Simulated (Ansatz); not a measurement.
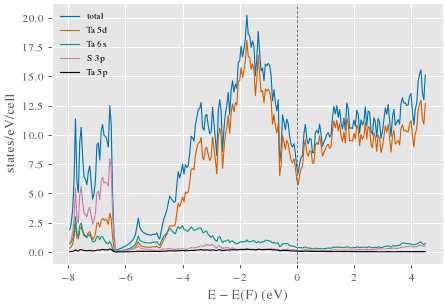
Figure: Total and projected density of states of Ta₆S in space group P-1 (No. 2; Pearson symbol aP14), PBEsol (plane waves, PAW; program Ansatz)

### Question
Which orbitals carry the states next to the Fermi level?

### Answer
Within 0.5 eV of the Fermi level: Ta 5d 86 %, Ta 6s 5 %, outside the projected shells 6 %. Projections are on Löwdin-orthogonalised atomic valence shells; empty p or d shells of many metals are not among them.

### Question
Where is the tallest occupied peak in this window, and what makes it?

### Answer
Near -1.8 eV, about 20 states/eV per cell; the largest projected share is Ta 5d.

The workflow started from a Materials Project entry (that database holds measured and hypothetical structures alike); the Crystallography Open Database files this formula in space group No. 2, but the cells were not matched. Its standing as an ambient phase is unchecked. The cell was relaxed with PBEsol under the symmetry of its start; its stability against distortions is not shown here. The run is not spin-polarised. Spin–orbit coupling is left out wherever it is not named.

Potentials: the later of the program's two PAW sets.
